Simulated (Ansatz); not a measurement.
# CdPd: how the settings move a relaxation

How sensitive is a relaxation of CdPd to its settings? A reference run comes first, then one run with altered input.

Method: reference: DFT, PBEsol, PAW with Ansatz's default frozen-core files, scalar-relativistic; relaxation of cell and atoms, in Ansatz 0.2.0.

**1. Starting point**

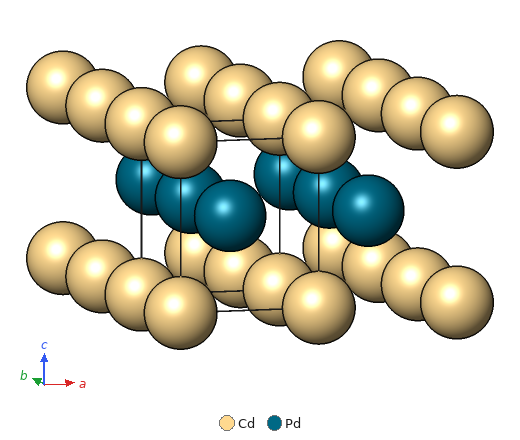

The starting structure, seen slightly off an axis (cadmium orange, palladium blue). 2×3×1 cells are drawn. Atoms on the faces are drawn again on the opposite ones.

As a file:

```cif
data_structure
_symmetry_space_group_name_H-M 'P 1'
_symmetry_Int_Tables_number 1
_cell_length_a 3.0276
_cell_length_b 3.0276
_cell_length_c 3.6310
_cell_angle_alpha 90.000
_cell_angle_beta 90.000
_cell_angle_gamma 90.000
_cell_volume 33.28
loop_
_atom_site_label
_atom_site_type_symbol
_atom_site_fract_x
_atom_site_fract_y
_atom_site_fract_z
_atom_site_occupancy
Cd1 Cd 0.00000 0.00000 0.00000 1
Pd1 Pd 0.50000 0.50000 0.50000 1
```

**2. Reference**

The input, input.yaml:

```yaml
crystal:
  lattice:
    - [3.0276, 0.0, 0.0]
    - [0.0, 3.0276, 0.0]
    - [0.0, 0.0, 3.631]
  atoms:
    - { symbol: Cd, position: [0.0, 0.0, 0.0] }
    - { symbol: Pd, position: [0.5, 0.5, 0.5] }
kpoints:
  mp_grid: { grid: [12, 12, 10] }
scf:
  occupations: { method: fermi_dirac, width: 0.1 }
hamiltonian:
  xc: pbesol
  pseudopotentials: { kind: paw }
relax:
  f_tol: 0.002
  max_steps: 80
  cell: {}
output:
  forces: true
  stress: true
```

Run with:

```console
$ ansatz run input.yaml --threads 1 --pin off --max-ram 3072MiB --backend cpu --events-out ev --progress --plain --runs-dir out
```

The main lines of its log:

```text
[...]
Basis set: ecut = 420 eV, 621 PW (Γ), exchange–correlation on 48×48×50 points (8 copies of the dense FFT grid, shifted against one another)
[...]
k-points: 168 of 1440
[...]
SCF iter   1: F=—  HF=-15091.593733 eV  |F-HF|=—  |Δ(HF+E_count)|=         —  Δρ=1.29e-2  dr2=6.20e-2  ethr=1.77e-3  ⟨swp⟩=5.3  Hψ=15502  notcnv=0
preconditioner: auto → Kerker (q_TF=auto, 2.789 Å⁻¹)  [metal: Δε(μ)=0.130 eV  Ē_g=11.884 eV  σ=0.100 eV  W_gap=0.31  n_scr=14 (ndim 8)  ℏωp=30.2 eV  f_vac=0.000  D(μ)=0.42/eV (n_scr^D=0)]
SCF iter   2: F=—  HF=-15091.581073 eV  |F-HF|=—  |Δ(HF+E_count)|=   1.27e-2  Δρ=2.93e-3  dr2=2.12e-3  ethr=1.63e-4  ⟨swp⟩=2.2  Hψ=6409  notcnv=0  defer=3
[...]
relax step   1: F+E_penalty+E_count = -15091.58042495 eV  Δ(F+E_penalty+E_count) = +0.000e0 eV  max|allowed force component| = 5.838e-29 eV/Å  Δτ_max = 0.0000 Å  P = -1.308 GPa  Ω = 33.283 Å³  (7 SCF iters, dr2 threshold 1.00e-7 eV, accepted)
[...]
relax step   2: F+E_penalty+E_count = -15091.58076706 eV  Δ(F+E_penalty+E_count) = -3.421e-4 eV  max|allowed force component| = 2.524e-29 eV/Å  Δτ_max = 0.0000 Å  P = +1.586 GPa  Ω = 32.587 Å³  energy of the carried Pulay correction = +2.137e-4 eV  (6 SCF iter
[...]
relax step   3: F+E_penalty+E_count = -15091.58244260 eV  Δ(F+E_penalty+E_count) = -1.676e-3 eV  max|allowed force component| = 2.800e-29 eV/Å  Δτ_max = 0.0000 Å  P = +0.051 GPa  Ω = 32.941 Å³  energy of the carried Pulay correction = +1.033e-4 eV  (5 SCF iter
[...]
relax step   4: F+E_penalty+E_count = -15091.58254692 eV  Δ(F+E_penalty+E_count) = -1.043e-4 eV  max|allowed force component| = 4.276e-28 eV/Å  Δτ_max = 0.0000 Å  P = +0.004 GPa  Ω = 32.951 Å³  energy of the carried Pulay correction = +9.957e-5 eV  (4 SCF iter
[...]
relax step   5: F+E_penalty+E_count = -15091.58259913 eV  Δ(F+E_penalty+E_count) = -5.221e-5 eV  max|allowed force component| = 3.889e-28 eV/Å  Δτ_max = 0.0000 Å  P = +0.000 GPa  Ω = 32.950 Å³  energy of the carried Pulay correction = +9.907e-5 eV  (4 SCF iter
[...]
SCF iter   5: F=—  HF=-15091.582492 eV  |F-HF|=—  |Δ(HF+E_count)|=  3.51e-10  Δρ=7.39e-7  dr2=3.07e-10  ethr=3.17e-12  ⟨swp⟩=2.2  Hψ=5222  notcnv=0
SCF iter   6: F=-15091.582492 eV  HF=-15091.582492 eV  |F-HF|=1.82e-12  |Δ(HF+E_count)|=  8.91e-11  Δρ=1.26e-7  dr2=4.71e-12  ethr=1.00e-12  ⟨swp⟩=3.9  Hψ=16907  notcnv=0
[...]
relax step   6: F+E_penalty+E_count = -15091.58249208 eV  Δ(F+E_penalty+E_count) = +1.071e-4 eV  max|allowed force component| = 4.056e-28 eV/Å  Δτ_max = 0.0000 Å  P = +0.003 GPa  Ω = 32.950 Å³  stress off target by 1.89e-2 GPa  SCF on the basis re-selected at 
[...]
SCF converged after 6 iterations
Free energy (F): -15091.582492 eV
[...]
E sigma→0 (E₀):  -15091.575100 eV
[...]
Fermi energy:    18.518303 eV
[...]
  P = ⅓ Tr σ = 0.0033 GPa (0.033 kbar)
--- Relaxed structure (5 steps of the walk, 5 accepted, 1 SCFs on fresh bases) ---
[...]
```

It took 29 s on 1 thread of Arm Neoverse V2, shared host; peak memory 0.39 GiB.

**3. Changed: n_extra_bands 8**

input.yaml, as its differences from that of step 2:

```diff
@@ -12,2 +12,3 @@
   occupations: { method: fermi_dirac, width: 0.1 }
+  n_extra_bands: 8
 hamiltonian:
```

Run with:

```console
$ ansatz run input.yaml --threads 1 --pin off --max-ram 3072MiB --backend cpu --events-out ev --progress --plain --runs-dir out
```

The log of the run (excerpt; [...] marks lines left out):

```text
scf.n_extra_bands = 8 over 19 filled bands (N_el = 38.0): the run solves 27 bands
[...]
Pseudopotentials: kind: paw
Pseudopotential: Cd, paw, valence charge 20, recommended cutoff 420 eV (normal), Cd.paw.azcp
Pseudopotential: Pd, paw, valence charge 18, recommended cutoff 420 eV (normal), Pd.paw.azcp
Functional definition: PBEsol
[...]
Crystal: 2 atoms, lattice volume = 33.283 Å³
Basis set: ecut = 420 eV, 621 PW (Γ), exchange–correlation on 48×48×50 points (8 copies of the dense FFT grid, shifted against one another)
Bands: 27, of which v1, the nominal top of the filled ones, is band 19 counted from 1 (18 counted from 0)
Symmetry: 16 space group operations
Space group: P4/mmm (ITA 123), of the structure as read, at distance tolerance 3.2e-5 Å
k-points: 168 of 1440
[...]
SCF iter   1: F=—  HF=-15091.593743 eV  |F-HF|=—  |Δ(HF+E_count)|=         —  Δρ=1.29e-2  dr2=6.20e-2  ethr=1.77e-3  ⟨swp⟩=5.3  Hψ=18737  notcnv=0  defer=66
[...]
relax step   1: F+E_penalty+E_count = -15091.58042495 eV  Δ(F+E_penalty+E_count) = +0.000e0 eV  max|allowed force component| = 2.051e-29 eV/Å  Δτ_max = 0.0000 Å  P = -1.308 GPa  Ω = 33.283 Å³  (7 SCF iters, dr2 threshold 1.00e-7 eV, accepted)
[...]
relax step   5: F+E_penalty+E_count = -15091.58259912 eV  Δ(F+E_penalty+E_count) = -5.219e-5 eV  max|allowed force component| = 7.080e-29 eV/Å  Δτ_max = 0.0000 Å  P = +0.000 GPa  Ω = 32.950 Å³  energy of the carried Pulay correction = +9.907e-5 eV  (4 SCF iters, dr2 threshold 3.73e-8 eV, accepted)
[...]
relax step   6: F+E_penalty+E_count = -15091.58249207 eV  Δ(F+E_penalty+E_count) = +1.070e-4 eV  max|allowed force component| = 5.147e-29 eV/Å  Δτ_max = 0.0000 Å  P = +0.003 GPa  Ω = 32.950 Å³  stress off target by 1.88e-2 GPa  SCF on the basis re-selected at this cell (its energy is not [...]
SCF converged after 6 iterations
Free energy (F): -15091.582492 eV
[...]
E sigma→0 (E₀):  -15091.575100 eV
Entropy (-TS):   -0.014783 eV (-7.392 meV/atom)
Fermi energy:    18.518288 eV
[...]
--- Forces (eV/Å), atoms counted from 1 ---
  atom   1  Cd    -0.00000000     0.00000000     0.00000000
  atom   2  Pd     0.00000000     0.00000000     0.00000000
[...]
--- Stress (GPa, compression-positive) ---
       -0.004610      -0.000000      -0.000000
       -0.000000      -0.004610      -0.000000
       -0.000000      -0.000000       0.018830
  P = ⅓ Tr σ = 0.0032 GPa (0.032 kbar)
--- Relaxed structure (5 steps of the walk, 5 accepted, 1 SCFs on fresh bases) ---
  F+E_penalty+E_count = -15091.58249207 eV   max|allowed force component| = 5.147e-29 eV/Å   (the final SCF, on the basis selected at the relaxed cell)
  cell:  # Å, volume = 32.9501 Å³
    - [3.00134392255405, -1.812722122211893e-34, 0.0]
    - [-1.812722122211893e-34, 3.00134392255405, 0.0]
    - [0.0, 0.0, 3.6578414459930477]
  atoms:
    - { symbol: Cd, position: [-8.043058733543795e-87, 9.939442258241036e-37, 0.0] }
    - { symbol: Pd, position: [0.5, 0.5, 0.5000000000000001] }
```

Run time: 30 s. Hardware: 1 thread of Arm Neoverse V2, shared host; peak memory 0.41 GiB.

Energy and cycle count are those of the reference, so the change (band count) left the result and the number of cycles as they were.

**4. Side by side**

```csv
run,ending,energy change,pressure (GPa),gap (eV),force (eV/Å),cycles,time
reference,converged,0,0.0,0.00,0.00,32,29 s
1: n_extra_bands 8,converged,0.0 meV/atom,0.0,0.00,0.00,32,30 s
```

What this shows: Energy and cycle count are those of the reference, so the change (band count) left the result and the number of cycles as they were.
